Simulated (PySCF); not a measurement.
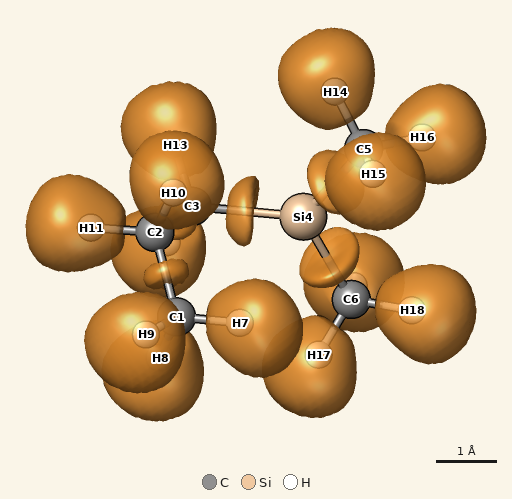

*C5H13Si (SMILES CCC[Si+](C)C) (charge +1). Isosurface of the ELF at 0.85 (orange), seen at a tilt. Only the valence region is drawn (cores and ρ < 0.01 e/Å³ removed).*

Geometry: GFN2-xTB.

Computed with PBE0/pcSseg-1, SCF density, gas phase, non-relativistic in PySCF 2.14.0.

```xyz
19

C     2.1427    0.0913    0.3423
C     1.4378   -1.2380    0.1244
C     0.2350   -1.1094   -0.8319
Si   -1.0191    0.1662   -0.2231
C    -2.0366   -0.2088    1.3153
C    -1.1393    1.8364   -1.0820
H     1.4917    0.8064    0.8467
H     2.4640    0.5203   -0.6036
H     3.0238   -0.0497    0.9618
H     1.1127   -1.6418    1.0838
H     2.1399   -1.9500   -0.3100
H     0.6087   -0.8308   -1.8225
H    -0.2301   -2.0934   -0.9396
H    -2.1947   -1.2802    1.4465
H    -1.5348    0.1523    2.2134
H    -3.0155    0.2695    1.2851
H    -0.1542    2.2343   -1.3272
H    -1.6515    2.5767   -0.4677
H    -1.6905    1.7579   -2.0190
```

**What do the ELF domains correspond to?**

At this value the surface marks out two regions between bonded C–C atoms (shared pairs), three regions between bonded C–Si atoms (shared pairs) and 13 regions around hydrogen nuclei. Along the contacts the grid gives the following. C–C (1.52 Å): the ELF peaks at about 0.95 between the atoms (a shared electron pair). C–Si (1.88 Å): the ELF peaks at about 0.95 between the atoms; localised, covalent bonding.
